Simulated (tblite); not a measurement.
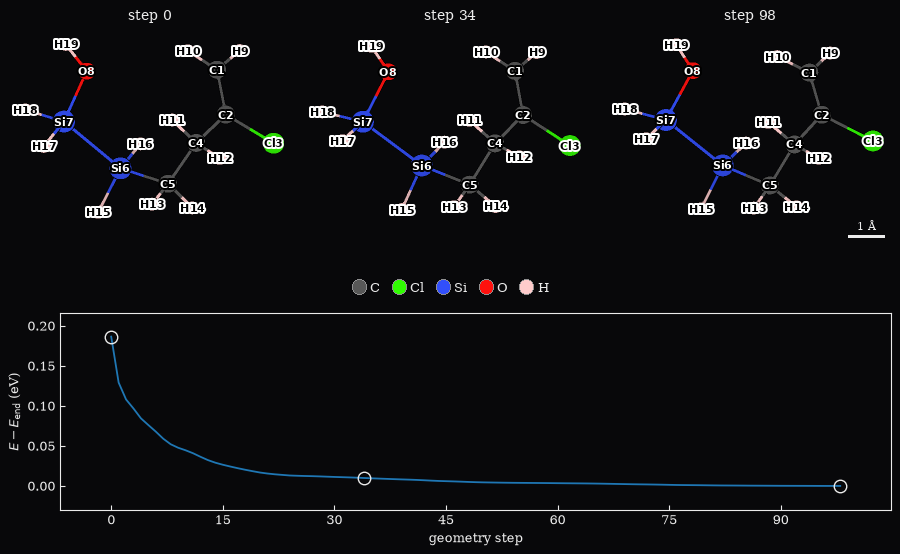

Frames of a relaxation of C4H11ClOSi2, marked on the history of the run. A ball-and-stick model, seen face on.

Method: GFN2-xTB geometry optimisation, gas phase (tblite 0.8.0). 

Question: Describe the path.

Answer: The largest moves after the best rigid fit, 0.36 Å, are those of H10 and H19. By element the largest moves are H 0.36 Å, O 0.27 Å, C 0.24 Å, Cl 0.17 Å, Si 0.11 Å. Among the contacts that change: C5–Si6 1.862 → 1.911 Å, Si6–H16 1.497 → 1.469 Å, C4–C5 1.553 → 1.532 Å, Si7–O8 1.658 → 1.637 Å. Among the angles between lasting bonds that change: Si6–Si7–O8 111.5° → 104.5°, Si6–Si7–H17 110.1° → 116.1°, Si7–O8–H19 115.9° → 121.4°. Groups turn about Si7–O8 by about 30°. The energy falls by 0.186 eV in 98 geometry steps. Cost: 1.6 s on 1 thread of Arm Neoverse N1, on a shared host. From step 0 to 34: H19 moves most (0.26 Å), energy −0.177 eV. From step 34 to 98: H10 moves most (0.30 Å), energy −0.010 eV.

| step | E − E(0), eV |
| --- | --- |
| 0 | 0.0000 |
| 1 | -0.0574 |
| 2 | -0.0785 |
| 3 | -0.0898 |
| 4 | -0.1021 |
| 5 | -0.1105 |
| 6 | -0.1187 |
| 7 | -0.1275 |
| 8 | -0.1344 |
| 9 | -0.1388 |
| 10 | -0.1419 |
| 15 | -0.1600 |
| 19 | -0.1680 |
| 24 | -0.1734 |
| 29 | -0.1749 |
| 33 | -0.1761 |
| 38 | -0.1780 |
| 42 | -0.1793 |
| 47 | -0.1811 |
| 52 | -0.1823 |
| 56 | -0.1827 |
| 61 | -0.1831 |
| 66 | -0.1836 |
| 70 | -0.1843 |
| 75 | -0.1851 |
| 79 | -0.1855 |
| 84 | -0.1860 |
| 89 | -0.1862 |
| 93 | -0.1863 |
| 98 | -0.1865 |
